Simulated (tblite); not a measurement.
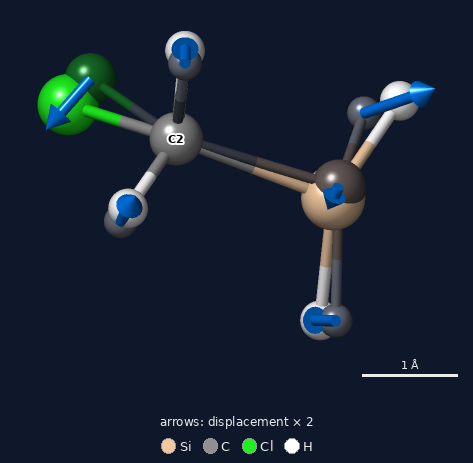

A relaxation of CH4ClSi (multiplicity 2). The starting structure is drawn faded, the final one solid; blue arrows show the displacements, 2 times their true length. The two geometries are superimposed by the best rigid fit.

A ball-and-stick model, seen from a free direction.

Theory: tblite, GFN2-xTB geometry optimisation, gas phase. 

Which element moves most?

Answer. Hydrogen: up to 0.55 Å, against 0.36 Å for chlorine.

What did the optimiser do to the structure, and how much energy did it gain?

Answer. Over 48 geometry steps the energy falls by 0.182 eV. An H atom moves most after the best rigid fit: 0.55 Å. By element the largest moves are H 0.55 Å, Cl 0.36 Å, Si 0.16 Å, C 0.02 Å. Near-neighbour distances that change, for instance: C–Cl 1.770 → 1.813 Å, C–H 1.118 → 1.087 Å, H–Si 1.479 → 1.455 Å. Bond angles that change, for instance: H–Si–H 104.9° → 115.6°, Cl–C–H 111.5° → 105.8°, C–Si–H 106.7° → 112.1°. Groups turn about C–Si by about 35°.
